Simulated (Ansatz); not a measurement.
System: CH6OSi.

Input file:

```
crystal:
  periodic: [false, false, false]
  atoms:
    - { symbol: C, position_ang: [-0.7413, 0.586, -0.5874] }
    - { symbol: Si, position_ang: [0.4906, -0.5639, -0.0183] }
    - { symbol: O, position_ang: [1.2566, -0.0394, 1.3295] }
    - { symbol: H, position_ang: [-1.2326, 0.2631, -1.4898] }
    - { symbol: H, position_ang: [-0.3425, 1.5888, -0.8774] }
    - { symbol: H, position_ang: [-1.5432, 0.8253, 0.173] }
    - { symbol: H, position_ang: [1.5183, -0.7995, -1.081] }
    - { symbol: H, position_ang: [2.17298, -0.04693, 0.95494] }
    - { symbol: H, position_ang: [0.7953, -0.0751, 2.216] }
basis:
  gaussian: { orbitals: "6-31G*" }
hamiltonian:
  xc: pbe
  dispersion: d4
relax:
  f_tol: 0.02
  max_steps: 50
output:
  orbitals: {}
```

Launched as:

```sh
ansatz run input.yaml --threads 1 --pin off --max-ram 2048MiB --backend cpu --events-out ev --progress --plain --runs-dir out
```

The fields are those of the relaxed geometry.

Computed with RKS PBE-D4/6-31G* (Ansatz).

> What can the converged electron density and electron localisation function tell about the bonding?

C–Si (1.93 Å): ρ at the midpoint is about 0.86 e/Å³; the ELF peaks at about 0.95 between the atoms (localised, covalent bonding).
C–H (1.10 Å): ρ at the midpoint is about 1.9 e/Å³; the ELF climbs to about 1 towards the hydrogen, as it does in any bond to H (an ordinary covalent bond to hydrogen).
Si–H (1.56 Å): the density is about 0.7 e/Å³ at the midpoint; the ELF climbs to about 1 towards the hydrogen.

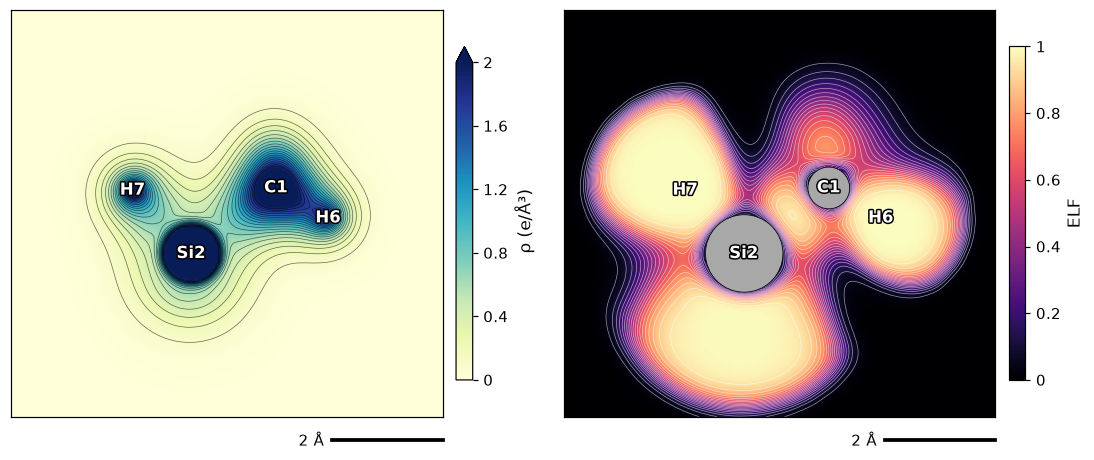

Computed electron density and electron localisation function on the plane of atoms C1, Si2 and H7, in this order. Grey discs cover the atomic cores in the ELF map. 
